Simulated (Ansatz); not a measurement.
C2H6Al (SMILES [CH3][Al+][CH3]) (charge +1)

Input

```
crystal:
  periodic: [false, false, false]
  atoms:
    - {symbol: C, position_ang: [-0.913108, 1.308315, -1.039036]}
    - {symbol: Al, position_ang: [-0.000657, 0.000254, 0.000900]}
    - {symbol: C, position_ang: [0.912961, -1.308259, 1.039238]}
    - {symbol: H, position_ang: [-1.852005, 0.899554, -1.424247]}
    - {symbol: H, position_ang: [-0.293712, 1.619149, -1.885658]}
    - {symbol: H, position_ang: [-1.138912, 2.188260, -0.429376]}
    - {symbol: H, position_ang: [1.212687, -2.150842, 0.408957]}
    - {symbol: H, position_ang: [0.263464, -1.681725, 1.836513]}
    - {symbol: H, position_ang: [1.809283, -0.874706, 1.492720]}
basis:
  gaussian: {orbitals: def2-TZVPP}
total_charge: 1
hamiltonian: {xc: pbe0, dispersion: d4}
output: {orbitals: {seedname: orbitals}}
```

Run with:

```sh
ansatz run in.yaml --threads 2 --pin off --events-out ev --progress --plain --max-ram 32768MiB --backend cpu
```

Geometry: PBE0-D4/def2-TZVP.

Theory: Ansatz, RKS PBE0-D4/def2-TZVPP.

Question: What will maps of the electron density and electron localisation function show?

Answer: C–Al (1.90 Å): the density is about 0.77 e/Å³ at the midpoint; the ELF peaks at about 0.95 between the atoms, as expected for a shared but strongly polarised pair.
C–H (1.09 Å): ρ at the midpoint is about 2 e/Å³; the ELF climbs to about 1 towards the hydrogen, as it does in any bond to H (an ordinary covalent bond to hydrogen).

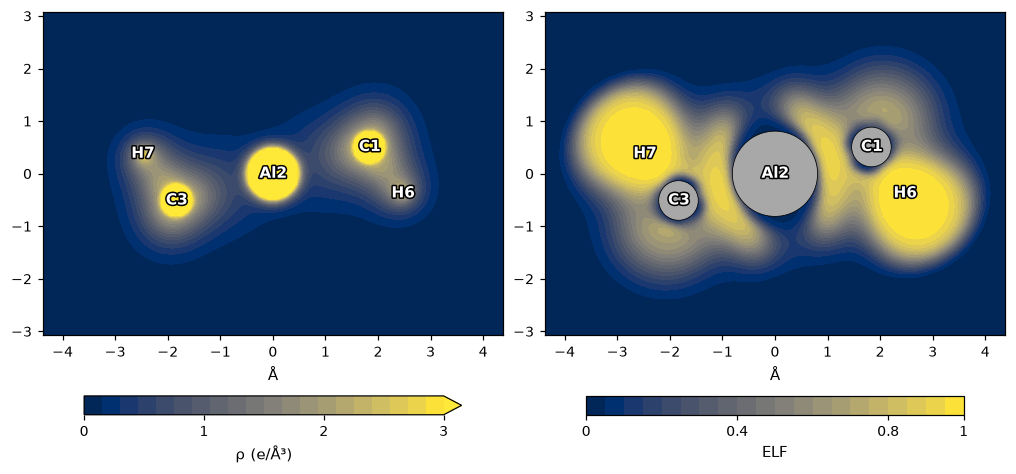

Computed electron density and electron localisation function on the plane of atoms Al2, C3 and H7, in this order. Grey discs cover the atomic cores in the ELF map. 
